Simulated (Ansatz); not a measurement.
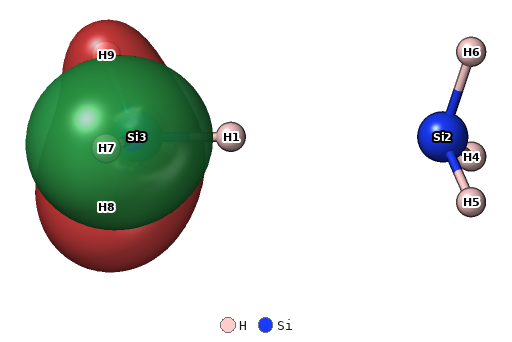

SiH₄···H₃Si (doublet). The HOMO (β) at ±0.08 Å⁻³ᐟ² (green and red are the two phases), seen from one side.

The product side of a reaction path; geometry: PBE0-D4/def2-TZVP.

Level of theory: Ansatz, UKS PBE0-D4/def2-TZVPP.

```xyz
9

H    -0.0759   -0.3059   -0.7594
Si    0.2332    0.9495    2.3520
Si   -0.2116   -0.8603   -2.1316
H    -0.3648    2.3100    2.3529
H     1.6828    0.9996    2.6753
H    -0.4930    0.0428    3.2789
H     0.7674   -1.9608   -2.3207
H     0.0498    0.2102   -3.1269
H    -1.5878   -1.3853   -2.3204
```

**Describe this orbital and give its energy.**

It lies mainly on Si3 (about 45 %), H7 (about 35 %) and H8 (about 20 %). It is one of a degenerate set, so its orientation is arbitrary. Its energy is −9.84 eV.
